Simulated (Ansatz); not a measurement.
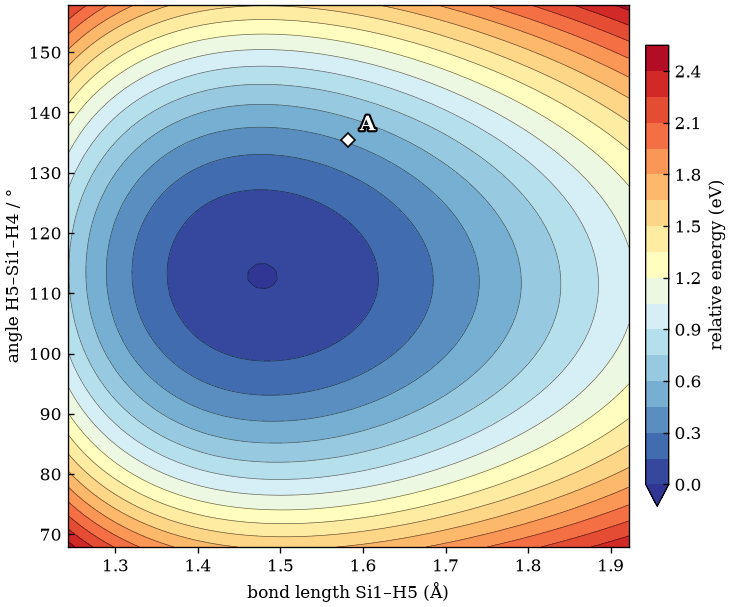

H2Se2Si, SMILES [SiH2]1[Se][Se]1. Coordinates scanned: (1) bond length Si1–H5; (2) angle H5–Si1–H4. Nothing is relaxed (all other coordinates rigid). Grid: 9 × 9 points. Points are written as (first, second). All energies are given in eV relative to the lowest grid point. Method: RKS r2SCAN0-D4/def2-SVP in Ansatz 0.2.0.

The picture shows filled contours, the point A. Between grid points the surface is interpolated.

Q: Is A at rest? If not, where is it pushed?

A: A, at (1.582 Å, 135.4°), is not a stationary point. The computed force is 1.6 eV for each Å towards smaller values of bond length Si1–H5 and 0.033 eV for each degree towards smaller values of angle H5–Si1–H4.
